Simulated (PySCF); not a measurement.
Consider C7H9O (charge −1).

Input file:

```
{"job": {"kind": "nmr", "xc": "PBE0", "basis": "pcSseg-1"}, "charge": -1, "multiplicity": 1}
C      0.216955    -2.026078    -0.356158
C      0.491004    -0.734880    -0.056986
C      1.737332    -0.118939    -0.341008
C      2.109892     1.173542    -0.031691
O      3.207716     1.729084    -0.269425
C     -0.565599     0.076665     0.630393
C     -2.017085    -0.074373     0.280741
C     -1.282426     1.175909    -0.097059
H      0.945500    -2.655358    -0.842202
H     -0.725611    -2.491335    -0.110934
H      2.474552    -0.737962    -0.842478
H      1.335526     1.785705     0.497666
H     -0.348817     0.272147     1.677879
H     -2.757119    -0.020155     1.069997
H     -2.279505    -0.759077    -0.512097
H     -1.038498     1.324976    -1.138287
H     -1.510817     2.092160     0.431737
```

Launched as:

```sh
OMP_NUM_THREADS=1 python probes_run.py task.json out
```

Geometry: GFN2-xTB.

Theory: PBE0/pcSseg-1, SCF density, gas phase, non-relativistic in PySCF.

Question: What can the converged electron density and electron localisation function tell about the bonding?

Answer: C–O (1.25 Å): ρ is about 2.9 e/Å³ halfway; the ELF peaks at about 0.85 between the atoms; a short, strongly polar bond.
C–C (1.35 Å): the density is about 2.2 e/Å³ at the midpoint; the ELF peaks at about 0.95 between the atoms, as expected for a covalent bond.
C–H (1.08 Å): ρ at the midpoint is about 1.9 e/Å³; the ELF climbs to about 1 towards the hydrogen, as it does in any bond to H (a covalent bond by its length).
C–C (1.42 Å): the density is about 1.9 e/Å³ at the midpoint; the ELF peaks at about 0.95 between the atoms: localised, covalent bonding.

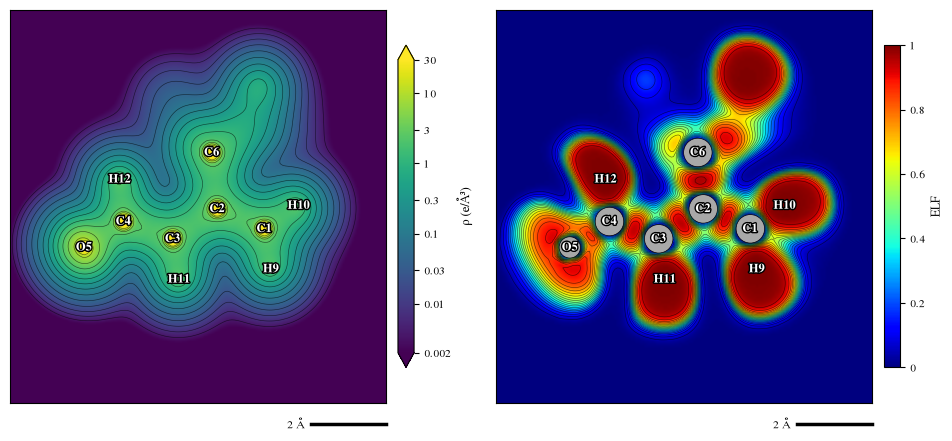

Computed electron density and electron localisation function on the plane of atoms C4, C3 and H11, in this order. Grey discs cover the atomic cores in the ELF map. 
